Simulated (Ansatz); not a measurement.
GaN, response to strain

The parent structure is GaN in the zinc blende structure (space group F-43m, No. 216; a = 4.4979 Å).

Strains are applied to the cell and any free atomic positions relax.

Level of theory: DFT with r2SCAN, PAW potentials and a 500 eV plane-wave cutoff in Ansatz (a program for electronic structure), spin-orbit coupling left out.

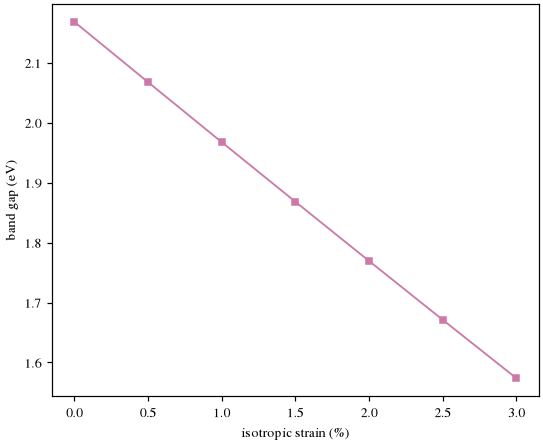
Figure: Band gap against isotropic strain

```tsv
isotropic strain (%)	band gap
0.5	2.07 eV
1	1.97 eV
1.5	1.87 eV
2	1.77 eV
2.5	1.67 eV
3	1.57 eV
```

No phonon test of stability was made. This is not the structure that GaN has at room temperature and ambient pressure.
